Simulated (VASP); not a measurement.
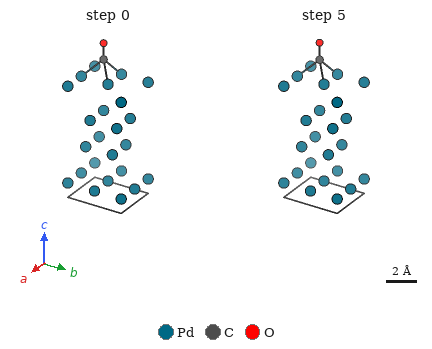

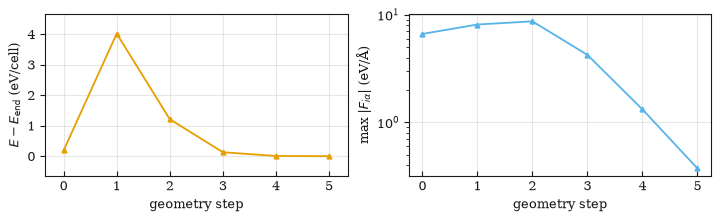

First and last geometry of a relaxation of a slab of composition Pd$_{16}$CO, with the history of the run. Style: ball-and-stick. Shown: the cell of the calculation, outlined in the plane, without the vacuum, slightly off an axis.

The run lets the atoms move in a fixed cell. 8 atoms are held fixed.

Theory: Kohn-Sham DFT of a periodic cell, PBE with D3(BJ), VASP PAW PBE potentials, recommended in VASP 6.6.1.

The input:
```
SYSTEM = Pd16CO
PREC = Accurate
ENCUT = 400
EDIFF = 1E-7
ISMEAR = 1
SIGMA = 0.1
LREAL = Auto
LASPH = .TRUE.
NELM = 60
ALGO = Normal
ISIF = 2
LWAVE = .FALSE.
LCHARG = .FALSE.
GGA = PE
IVDW = 12
IBRION = 2
NSW = 120
EDIFFG = -0.03
ISYM = 0
KPAR = 4
```

Command:
```bash
cat potpaw_PBE.64/Pd/POTCAR potpaw_PBE.64/C/POTCAR potpaw_PBE.64/O/POTCAR > POTCAR
mpirun -np 4 vasp_std > vasp.out
```

> Did the run converge, and what did it change?

The run was cut off at its time limit before the relaxation converged, so the last structure is only a point on the way. After 5 geometry steps the energy has fallen by 0.188 eV per cell of the calculation. Largest force component: 6.6 eV/Å at the start, 0.37 eV/Å at the end. The largest move is that of the O atom, 0.032 Å along the normal (+c). Largest moves by element: O 0.032 Å, C 0.030 Å, Pd 0.002 Å. The cell stays as it was. Among the contacts that change: C–O 1.127 → 1.189 Å, C–Pd 2.064 → 2.045 Å. At step 1 the optimiser overshot: the energy rose above the start, and later steps came back.
